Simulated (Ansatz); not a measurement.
```xyz
12

C    -0.6241    1.7342    0.6903
S     0.9099    1.3991   -0.2867
C     0.7977   -0.0662   -1.0658
Sn    0.5090   -1.9298   -0.1128
H    -0.4389    2.6072    1.3488
H    -0.8850    0.8425    1.2926
H    -1.4272    1.9483   -0.0393
H     1.1612    0.0063   -2.1015
H     1.6663    1.3206    0.9119
H     1.3836   -3.1809   -0.9322
H     1.0861   -1.7621    1.5247
H    -1.1534   -2.4321   -0.0019
```

Core potentials replace the inner electrons of Sn.

Computed with Ansatz 0.2.0, RKS PBE-D4/def2-SVP.

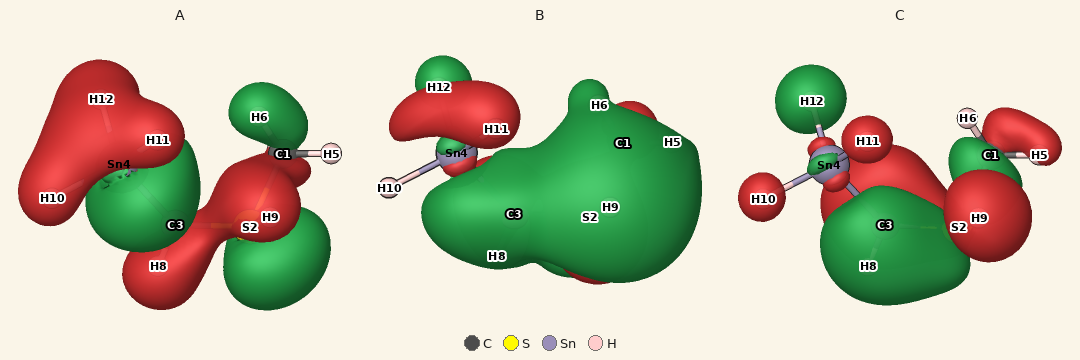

C₂H₈SSn. Three frontier orbitals at ±0.06 Å⁻³ᐟ² (green and red are the two phases), in no order.

Order the three orbitals by energy and name them.

Answer. A is the HOMO−1 (−6.56 eV). It lies mainly on S2 (about 30 %), C3 (about 25 %) and Sn4 (about 20 %). C is the HOMO (−4.44 eV). It lies mainly on C3 (about 50 %), S2 (about 15 %), Sn4 (about 10 %) and H9 (about 5 %). B is the LUMO (−0.61 eV). It lies mainly on S2 (about 30 %), H9 (about 30 %), Sn4 (about 10 %) and C3 (about 10 %).

What is the HOMO–LUMO gap?

Answer. 3.83 eV between the orbital energies.
